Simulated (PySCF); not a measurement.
**C₃H₁₀N₂Si (SMILES C[SiH]1NCCN1): density, localisation and related maps**

```xyz
16

C     1.7014    0.7194   -0.0967
Si    0.3440   -0.6545    0.0008
N    -0.4205   -0.7891    1.5034
C    -1.8460   -0.9626    1.3755
C    -2.2516   -0.1757    0.1604
N    -1.1534   -0.1497   -0.7402
H     1.2503    1.6689    0.1685
H     2.1433    0.6880   -1.1481
H     2.5870    0.5023    0.5138
H     0.9873   -1.8982   -0.4381
H    -0.1035   -1.0008    2.3903
H    -2.1756   -1.9948    1.2183
H    -2.4134   -0.5077    2.2474
H    -3.2152   -0.5708   -0.1977
H    -2.4897    0.8537    0.5733
H    -1.2332    0.4919   -1.5551
```

Geometry: GFN2-xTB, MD frame at 250 fs, 400 K.

Level of theory: PySCF, PBE0/pcSseg-1, SCF density, gas phase, non-relativistic.

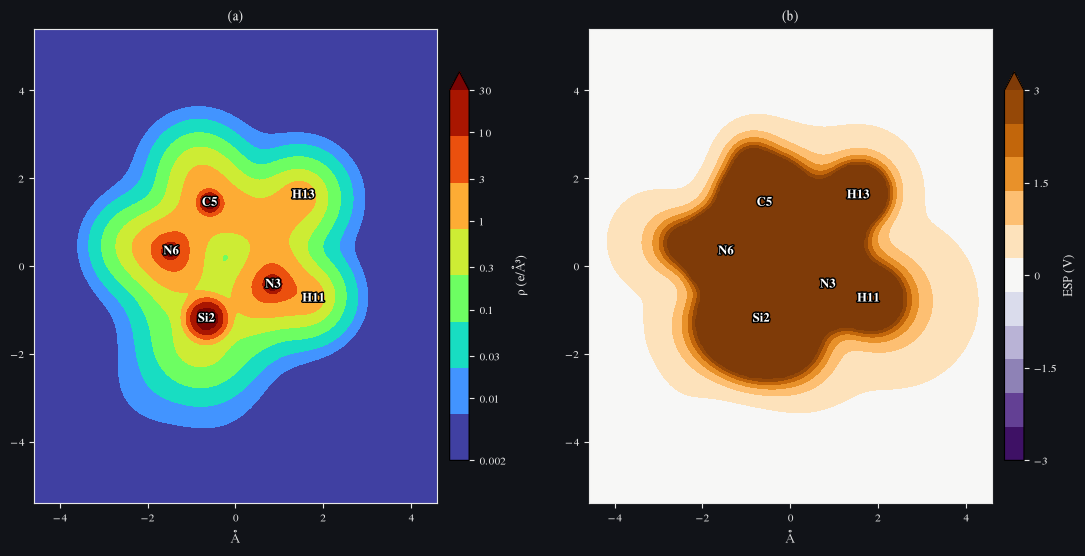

Figure 1. (a) electron density; (b) molecular electrostatic potential on the plane of atoms Si2, N3 and H11.

Q: Read the bonding off the picture.

A: Atoms in the plane: Si, N, C and H. C–N (1.42 Å): ρ is about 2 e/Å³ halfway. Si–N (1.69 Å): ρ is about 1.1 e/Å³ halfway. N–H (0.97 Å): the density is about 3.1 e/Å³ at the midpoint. Si–N (1.75 Å): ρ at the midpoint is about 1.1 e/Å³. The potential has no marked negative region in this plane.

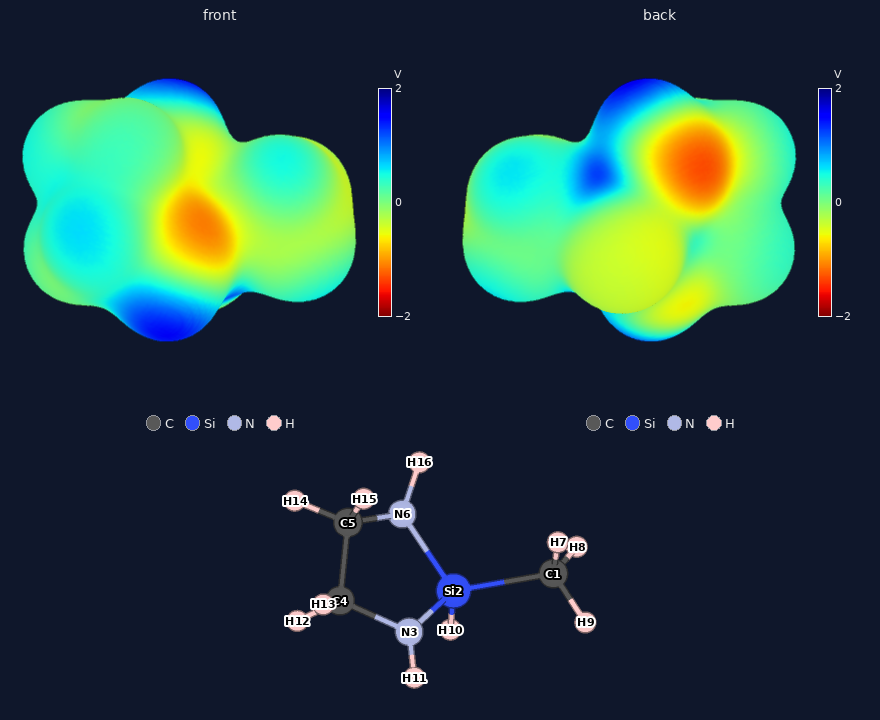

Figure 2. The molecular electrostatic potential painted on the density surface at 0.002 e/bohr³, seen from the front and from behind; red is negative and blue positive. The bare structure is drawn below in the same view.

Q: Where is the surface potential most negative and most positive?

A: The most negative region (about −1.3 V) lies over N6, the most positive (about +1.5 V) over H11 and H16. N6 is the likeliest acceptor of a hydrogen bond.

Q: What dipole moment does the calculation give?

A: Its dipole moment is 0.78 D.
